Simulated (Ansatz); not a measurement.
System: C₂H₄BBr.

```xyz
8

C     0.9495    0.2926    2.2364
C     1.1049   -1.0383    2.3600
B     0.9135   -2.0658    1.2309
Br    0.4063   -1.5473   -0.5693
H     0.6663    0.7446    1.2885
H     1.0979    0.9764    3.0702
H     1.3904   -1.4228    3.3410
H     1.0630   -3.2357    1.3874
```

Geometry: B3LYP/6-31G*.

Theory: Ansatz, isolated molecule in a Gaussian basis; Kohn-Sham density functional theory, functional PBE0.

### Predict the electron density and electron localisation function between the atoms.

C–C (1.35 Å): ρ is about 2.3 e/Å³ halfway; the ELF peaks at about 0.95 between the atoms, as expected for localised, covalent bonding.
C–B (1.54 Å): the density is about 1.5 e/Å³ at the midpoint; the ELF peaks at about 0.95 between the atoms (a covalent bond).
B–Br (1.94 Å): ρ is about 1.1 e/Å³ halfway, with its minimum of 0.85 e/Å³ about 0.6 Å from B; the ELF peaks at about 0.90 between the atoms: a shared but strongly polarised pair.
C–H (1.09 Å): ρ is about 2.1 e/Å³ halfway; the ELF climbs to about 1 towards the hydrogen, as it does in any bond to H; an ordinary covalent bond to hydrogen.

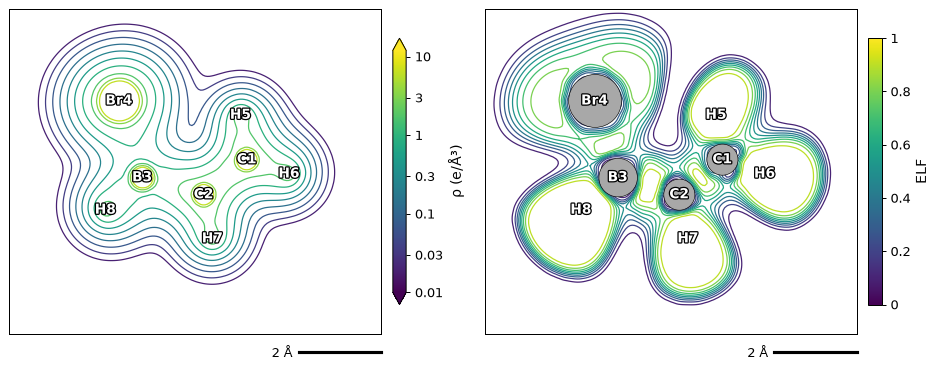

Computed electron density and electron localisation function on the molecular plane, in this order. Grey discs cover the atomic cores in the ELF map. 
